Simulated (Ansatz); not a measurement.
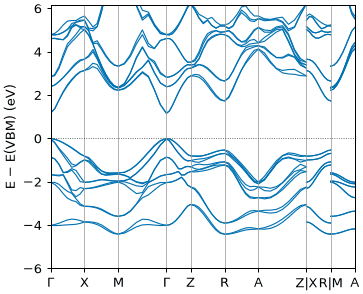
Band structure from the program Ansatz at the PBEsol with spin–orbit coupling level (PAW)

Question: Read off the gap and where the band edges lie.

Answer: About 1.2 eV (1.16 eV by a search for the band edges); maximum at Γ, minimum at Γ.

The material is MgCdTe2 in space group P-4m2 (No. 115; Mg on 1c, Cd on 1a, Te on 2g).

The first step of the workflow began from a Materials Project structure, measured or hypothetical; the Crystallography Open Database copy checked does not list it. With Mg and Cd taken as one species the cell has the higher symmetry F-43m, so it may be an ordered model of a mixed-site phase. Its standing as an ambient phase is unchecked. Symmetry was held in the PBEsol relaxation; whether a distortion lowers the energy is not shown.

Potentials: the later of the program's two PAW sets.
